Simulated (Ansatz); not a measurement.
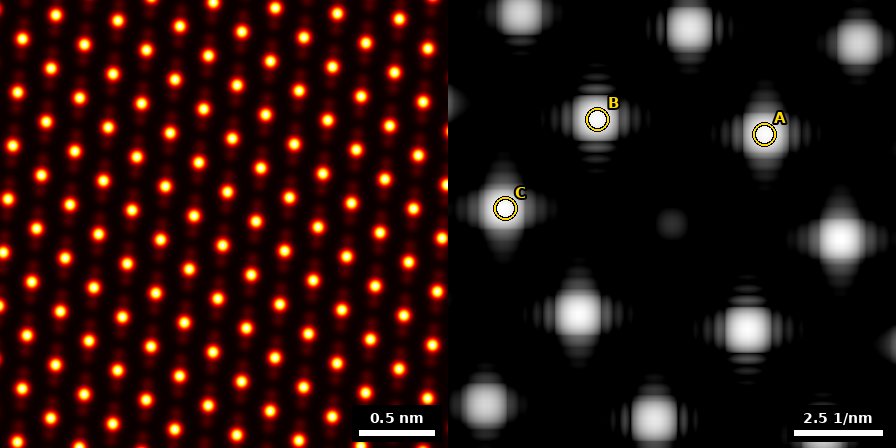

HAADF-like image of Si2As (I4/mmm, No. 139) along [201]. The image is simulated as a sum over atoms of Z^1.7, blurred by a 0.70 Å probe (no channelling). The probe carries 15 % of its weight in a tail 2.5 times as wide. Structure used: coordinates from a relaxation (final pressure about -2.3 GPa) with DFT, PAW plane waves, r2scan in Ansatz 0.2.0; the starting structure was generated, so it need not be a known form of this composition.

The right panel is the modulus of the image's Fourier transform on a logarithmic scale.

a = 4.169 Å, b = 4.169 Å, c = 14.109 Å, α = 90.00°, β = 90.00°, γ = 90.00°

**Index the marked spots and give their plane spacings (the zone axis points at the viewer; indices equivalent by symmetry, or all signs reversed, are as good).**

A: (1 -1 -2), d = 2.72 Å; B: (1 1 -2), d = 2.72 Å; C: (020), d = 2.08 Å. A and B enclose 81°, and every spot obeys the zone law hu + kv + lw = 0 for [201].
